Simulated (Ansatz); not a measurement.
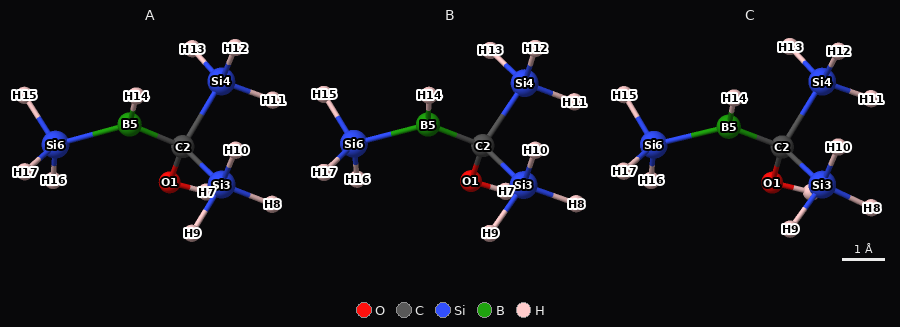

3 geometries from one relaxation of CH$_{11}$BOSi$_{3}$, in shuffled order. Style: ball-and-stick. Shown from a free direction.

The run prepares the start of a later molecular dynamics calculation, from a guessed geometry.

The calculation used RKS PBE0/STO-3G (Ansatz 0.2.0). Set-up: no spin polarisation; force threshold 0.02 eV/Å; at most 40 steps.

> Put them in the order of the run, from the start to the converged end.

B, A, C. They are steps 0, 1, 8, at +0.788 eV, +0.098 eV relative to the last. The atom that moves furthest after the best rigid fit is H13 (0.22 Å). By element the largest moves are H 0.22 Å, O 0.15 Å, Si 0.11 Å, B 0.09 Å, C 0.05 Å. Some distances before and after: Si4–H13 1.584 → 1.443 Å, O1–C2 1.393 → 1.472 Å, Si3–H9 1.515 → 1.443 Å, C2–Si3 1.852 → 1.914 Å. Among the angles between lasting bonds that change: C2–B5–H14 121.9° → 116.0°, C2–O1–H7 108.0° → 102.7°, C2–Si3–H8 112.5° → 107.6°. After 7 accepted moves (8 points after the start) the energy has fallen by 0.788 eV. Largest force component: 3.6 eV/Å at the start, 0.0079 eV/Å at the end. The line search rejected the trial step at point 3 of the run.

Limits of the set-up: STO-3G is a minimal basis, so the numbers are rough.
